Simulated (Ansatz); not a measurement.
**BClGeH₅NO (SMILES NB(Cl)[O][GeH3]): density, localisation and related maps**

Input

```
crystal:
  periodic: [false, false, false]
  atoms:
    - symbol: B
      position_ang: [-0.347183, 0.416519, 0.539345]
    - symbol: Cl
      position_ang: [0.693474, 1.020517, -0.816124]
    - symbol: Ge
      position_ang: [-2.367255, -0.189523, -1.339198]
    - symbol: N
      position_ang: [0.173335, 0.469612, 1.838482]
    - symbol: O
      position_ang: [-1.585163, -0.066279, 0.279281]
    - symbol: H
      position_ang: [-0.363603, 0.145796, 2.633304]
    - symbol: H
      position_ang: [1.093670, 0.825616, 2.054421]
    - symbol: H
      position_ang: [-3.735061, -0.798326, -1.017401]
    - symbol: H
      position_ang: [-1.529650, -1.117520, -2.225120]
    - symbol: H
      position_ang: [-2.499887, 1.216118, -1.934315]
basis:
  gaussian: {orbitals: def2-TZVPD}
hamiltonian: {xc: pbe0}
output: {forces: true, orbitals: {seedname: orbitals}}
```

Launched as:

```sh
ansatz run input.yaml --threads 2 --pin off --max-ram 4350MiB --events-out events.jsonl --progress --plain --runs-dir runs
```

Geometry: r2SCAN-D4/def2-SVP.

Level of theory: isolated molecule in a Gaussian basis; Kohn-Sham density functional theory, functional PBE0 in Ansatz.

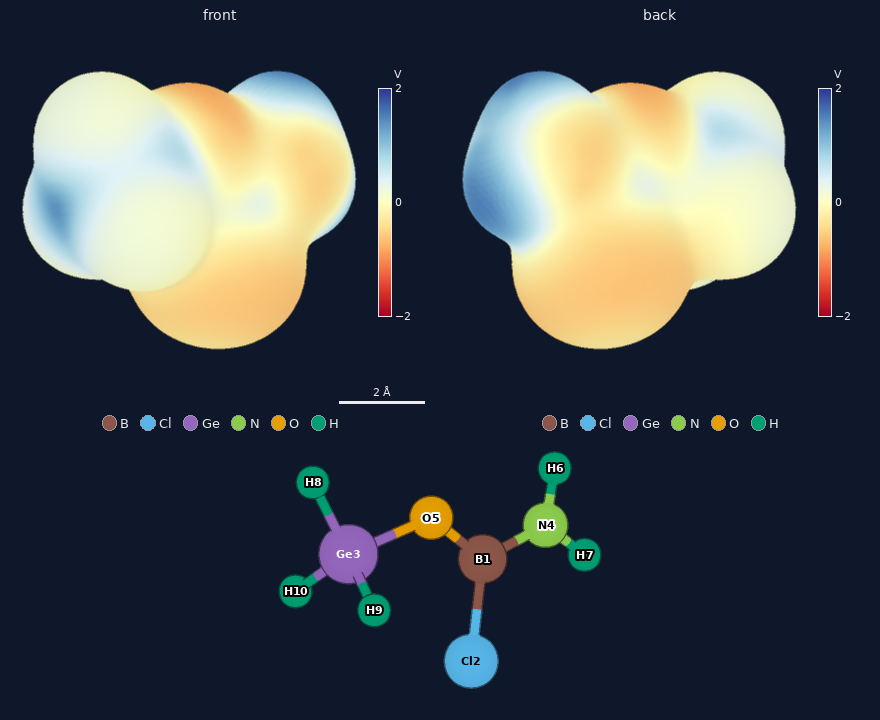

Figure 1. The electrostatic potential painted on the density surface at 0.001 e/bohr³, seen from the front and from behind; the colour scale runs from red (negative) to blue (positive). The bare structure is drawn below in the same view.

**Which sites attract a positive test charge, and which a negative one?**

A positive charge is drawn to the negative regions and a negative charge to the positive ones. The most negative region (about −0.8 V, or −18 kcal/mol for a unit charge) lies over O5, the most positive (about +1.5 V, or +35 kcal/mol for a unit charge) over H6 and H7.

**What dipole moment does the calculation give?**

Its dipole moment is 1.25 D.

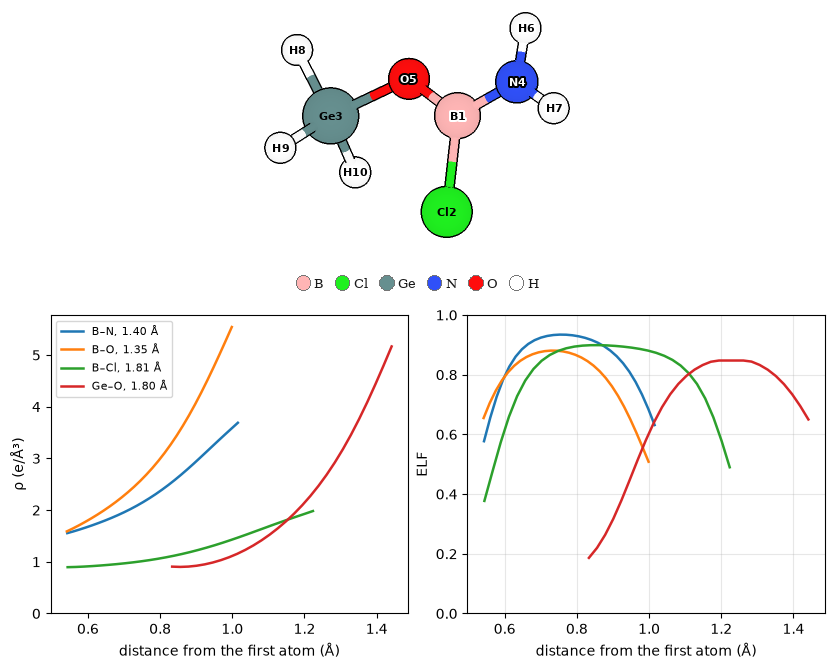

Figure 2. Total electron density and electron localisation function along straight lines between neighbouring atoms. The curves leave out the atomic cores. The structure is drawn too.

**What can be read from the curves?**

B–N (1.40 Å): ρ at the midpoint is about 2 e/Å³; the ELF peaks at about 0.95 between the atoms; a short, strongly polar bond.
B–O (1.35 Å): the density is about 2.2 e/Å³ at the midpoint; the ELF peaks at about 0.90 between the atoms (a short, strongly polar bond).
B–Cl (1.81 Å): ρ is about 1.2 e/Å³ halfway; the ELF peaks at about 0.90 between the atoms; a polar covalent bond.
Ge–O (1.80 Å): ρ is about 0.92 e/Å³ halfway; the ELF peaks at about 0.85 in the valence shell of O, 0.6 Å from its nucleus, and is about 0.30 at the midpoint.

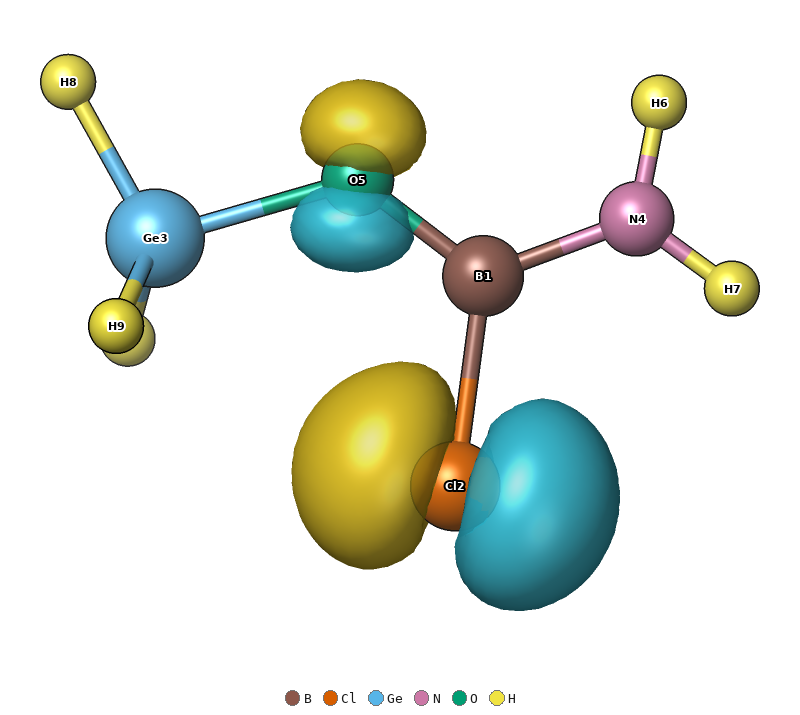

Figure 3. The HOMO−1 at ±0.2 Å⁻³ᐟ² (yellow and cyan are the two phases), seen across its widest extent.

**Where does this orbital lie, and at what energy?**

Its weight (Hirshfeld) is mainly on Cl2 (about 75 %) and O5 (about 15 %); largely a lone pair of Cl2. Its energy is −8.79 eV.
